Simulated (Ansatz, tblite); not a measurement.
# Diborane mono Me (CH8B2): charged states by level of theory

Aim: the energy of removing an electron for diborane mono Me (CH8B2), by energy differences, and how well orbital energies stand in for it.

Program: Ansatz 0.2.0, Gaussian basis. Level of theory: as each input shows. These are calculated values, not measurements.

The runs, in order: charge +1 doublet, at the geometry of the singlet (PBE0-D4/def2-TZVP, PBE-D4/def2-TZVP, r2SCAN-D4/def2-TZVP); the starting singlet's energies come from earlier runs.

1 further run of the same task is left out (it didn't finish). Runs told in other sessions of the task aren't counted.

**1. The geometry**

The geometry is that of the singlet, from an earlier relaxation (r2SCAN-D4/def2-TZVP).

11 atoms, charge 0, spin multiplicity 1.

Atoms are counted from 1 here; the program's logs count them from 0.

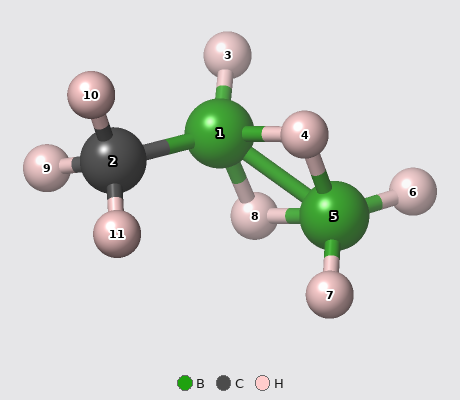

The geometry (boron green, carbon dark grey, hydrogen pink); atoms are numbered from 1 in the order of the file.

**2. Charge +1 doublet at the fixed geometry, first pass, PBE0-D4/def2-SVP**

in.yaml

```yaml
crystal:
  periodic: [false, false, false]
  atoms:
    - {symbol: B, position_ang: [-0.367640, 0.447661, 0.017837]}
    - {symbol: C, position_ang: [-0.961932, -0.836460, 0.698598]}
    - {symbol: H, position_ang: [-0.986288, 1.468647, -0.039907]}
    - {symbol: H, position_ang: [0.845453, 0.755550, 0.494821]}
    - {symbol: B, position_ang: [1.247841, 0.471495, -0.706459]}
    - {symbol: H, position_ang: [1.650241, 1.471953, -1.210491]}
    - {symbol: H, position_ang: [1.898031, -0.527389, -0.669859]}
    - {symbol: H, position_ang: [0.085850, 0.198741, -1.217417]}
    - {symbol: H, position_ang: [-1.896188, -1.127464, 0.207552]}
    - {symbol: H, position_ang: [-1.226306, -0.626063, 1.739885]}
    - {symbol: H, position_ang: [-0.289061, -1.696671, 0.685450]}
basis:
  gaussian: {orbitals: def2-SVP}
total_charge: 1
magnetization: {spin_polarized: true, initial_magnetization: 1}
hamiltonian: {xc: pbe0, dispersion: d4}
output: {orbitals: {seedname: orbitals}}
```

Command:

```
ansatz run in.yaml --threads 4 --pin off --events-out ev --progress --plain --max-ram 3916MiB
```

Output:

```text
Functional definition: PBE0
  name "PBE0"
  cite "Adamo & Barone, J. Chem. Phys. 110, 6158 (1999) doi:10.1063/1.478522"
  cite "Perdew, Burke & Ernzerhof, Phys. Rev. Lett. 77, 3865 (1996) doi:10.1103/PhysRevLett.77.3865"
  parent pbe
  parameter a = 0.25
  parameter kappa = 0.804
  parameter beta = 0.06672455060314922
  exchange = (1 - a)*pbe_x(kappa = kappa, mu = beta*pi^2/3) + a*exact_x
  correlation = pbe_c(beta = beta)
930 factors; their error is unknown
mean field evaluation 1: about -2494.6365 eV, gradient 4.0e1 eV
mean field evaluation 2: about -2486.4182 eV, gradient 5.1e1 eV
mean field evaluation 4: about -2502.8437 eV, gradient 6.8e0 eV
mean field evaluation 8: about -2503.1781 eV, gradient 1.2e-1 eV
mean field evaluation 16: about -2503.1724 eV, gradient 1.2e-3 eV
mean field evaluation 32: about -2502.2054 eV, gradient 5.5e0 eV
mean field -2503.17239604 eV, -91.9898888433 hartree, gradient 2.7e-5 eV, S^2 0.755379; 4 other end points of the search recorded, 0 dependent functions left out
reference -2503.17242121 eV, -91.9898897681 hartree; 12, 11 occupied and 70, 71 virtual orbitals, 930 factors
Total energy: -2503.26651521 eV, -91.9933476589 hartree
```

Run time: 2 s. Hardware: 4 threads of Arm Neoverse V1, shared host.

Report: HOMO -16.06 eV, LUMO -13.55 eV (over both spins); ⟨S²⟩ 0.755 (pure: 0.75).

**3. Charge +1 doublet at the fixed geometry, PBE0-D4/def2-TZVP**

start.molden holds the orbitals of an earlier run on this state, given as this run's starting guess.

in.yaml: that of step 2 with these lines changed.

```diff
@@ -15,3 +15,3 @@
 basis:
-  gaussian: {orbitals: def2-SVP}
+  gaussian: {orbitals: def2-TZVP, initial_orbitals: start.molden}
 total_charge: 1
@@ -19,2 +19,3 @@
 hamiltonian: {xc: pbe0, dispersion: d4}
+scf: {omitted_lower_state_checks: [starts]}
 output: {orbitals: {seedname: orbitals}}
```

The command is unchanged.

Output:

```text
Functional definition: PBE0
  name "PBE0"
  cite "Adamo & Barone, J. Chem. Phys. 110, 6158 (1999) doi:10.1063/1.478522"
  cite "Perdew, Burke & Ernzerhof, Phys. Rev. Lett. 77, 3865 (1996) doi:10.1103/PhysRevLett.77.3865"
  parent pbe
  parameter a = 0.25
  parameter kappa = 0.804
  parameter beta = 0.06672455060314922
  exchange = (1 - a)*pbe_x(kappa = kappa, mu = beta*pi^2/3) + a*exact_x
  correlation = pbe_c(beta = beta)
these checks for a lower state are left out or cut short: starts
870 factors; their error is unknown
mean field evaluation 1: about -2504.6619 eV, gradient 4.5e1 eV
mean field evaluation 2: about -2505.8841 eV, gradient 1.1e0 eV
mean field evaluation 4: about -2505.8821 eV, gradient 2.0e-1 eV
mean field evaluation 8: about -2505.8822 eV, gradient 2.1e-5 eV
mean field -2505.88221712 eV, -92.0894729310 hartree, gradient 2.1e-5 eV, S^2 0.755777; 0 other end points of the search recorded, 0 dependent functions left out
reference -2505.88225002 eV, -92.0894741403 hartree; 12, 11 occupied and 129, 130 virtual orbitals, 870 factors
Total energy: -2505.97634402 eV, -92.0929320311 hartree
Checks for a lower state left out: starts
```

Wall time 1.9 s (4 threads of Arm Neoverse V1, shared host).

Report: HOMO -16.06 eV, LUMO -13.51 eV (over both spins); ⟨S²⟩ 0.756 (pure: 0.75).

**4. Charge +1 doublet at the fixed geometry, PBE-D4/def2-TZVP**

in.yaml: that of step 3 with these lines changed.

```diff
@@ -18,3 +18,3 @@
 magnetization: {spin_polarized: true, initial_magnetization: 1}
-hamiltonian: {xc: pbe0, dispersion: d4}
+hamiltonian: {xc: pbe, dispersion: d4}
 scf: {omitted_lower_state_checks: [starts]}
```

Launched as before.

Output:

```text
Functional definition: PBE
  name "PBE"
  cite "Perdew, Burke & Ernzerhof, Phys. Rev. Lett. 77, 3865 (1996) doi:10.1103/PhysRevLett.77.3865"
  parent pbe
  parameter kappa = 0.804
  parameter beta = 0.06672455060314922
  exchange = pbe_x(kappa = kappa, mu = beta*pi^2/3)
  correlation = pbe_c(beta = beta)
these checks for a lower state are left out or cut short: starts
870 factors; their error is unknown
mean field evaluation 1: about -2505.4166 eV, gradient 4.3e0 eV
mean field evaluation 2: about -2505.4774 eV, gradient 7.6e-2 eV
mean field evaluation 4: about -2505.4605 eV, gradient 1.1e-3 eV
mean field -2505.46053420 eV, -92.0739763699 hartree, gradient 5.2e-5 eV, S^2 0.752289; 0 other end points of the search recorded, 0 dependent functions left out
reference -2505.46057808 eV, -92.0739779823 hartree; 12, 11 occupied and 129, 130 virtual orbitals, 870 factors
Total energy: -2505.57407748 eV, -92.0781490082 hartree
Checks for a lower state left out: starts
```

Run time: 1.4 s. Hardware: 4 threads of Arm Neoverse V1, shared host.

Report: HOMO -14.77 eV, LUMO -14.06 eV (over both spins); ⟨S²⟩ 0.752 (pure: 0.75).

**5. Charge +1 doublet at the fixed geometry, r2SCAN-D4/def2-TZVP**

in.yaml: that of step 4 with these lines changed.

```diff
@@ -18,3 +18,3 @@
 magnetization: {spin_polarized: true, initial_magnetization: 1}
-hamiltonian: {xc: pbe, dispersion: d4}
+hamiltonian: {xc: r2scan, dispersion: d4}
 scf: {omitted_lower_state_checks: [starts]}
```

Same command.

Output:

```text
Functional definition: r2SCAN
  name "r2SCAN"
  cite "Furness, Kaplan, Ning, Perdew & Sun, J. Phys. Chem. Lett. 11, 8208 (2020) doi:10.1021/acs.jpclett.0c02405"
  cite "Furness, Kaplan, Ning, Perdew & Sun, J. Phys. Chem. Lett. 11, 9248 (2020) doi:10.1021/acs.jpclett.0c03077"
  parent r2scan
  parameter k0 = 0.174
  parameter k1 = 0.065
  parameter a1 = 4.9479
  exchange = r2scan_x(k0 = k0, k1 = k1, a1 = a1)
  correlation = r2scan_c
these checks for a lower state are left out or cut short: starts
870 factors; their error is unknown
mean field evaluation 1: about -2507.8379 eV, gradient 2.7e0 eV
mean field evaluation 2: about -2507.8648 eV, gradient 3.1e-2 eV
mean field evaluation 4: about -2507.8515 eV, gradient 6.5e-4 eV
mean field -2507.85153801 eV, -92.1618441389 hartree, gradient 4.5e-5 eV, S^2 0.755615; 0 other end points of the search recorded, 0 dependent functions left out
reference -2507.85155345 eV, -92.1618447065 hartree; 12, 11 occupied and 129, 130 virtual orbitals, 870 factors
Total energy: -2507.87923749 eV, -92.1628620760 hartree
Checks for a lower state left out: starts
```

It took 2.7 s on 4 threads of Arm Neoverse V1, shared host.

HOMO -15.06 eV, LUMO -14.09 eV (over both spins); ⟨S²⟩ 0.756 (pure: 0.75).

**6. Vertical ionisation energy**

Charged state less starting state, singlet to doublet; the starting state's energies are those of its earlier runs.

```
              level  vertical ionisation energy (eV)   time
   PBE-D4/def2-TZVP                           +10.86    3 s
r2SCAN-D4/def2-TZVP                           +11.03  4.5 s
  PBE0-D4/def2-TZVP                           +11.29  2.8 s
```

Times add the two runs; a level without a time comes out of a correlated run.

Beside −ε(HOMO) of the starting state:

```
              level  −ε(HOMO) (eV)  by difference (eV)  mismatch (eV)
   PBE-D4/def2-TZVP           7.63               10.86          -3.23
r2SCAN-D4/def2-TZVP           7.95               11.03          -3.08
  PBE0-D4/def2-TZVP           9.03               11.29          -2.26
```

**7. Results**

```
                                            quantity                                 value
vertical ionisation energy, functionals in def2-TZVP  10.86 (PBE-D4) to 11.29 eV (PBE0-D4)
```

The vertical ionisation energy spans 10.86 to 11.29 eV over the functionals. −ε(HOMO) misses the level's own difference by -2.26 eV at best (PBE0-D4) and -3.23 eV at worst (PBE-D4).
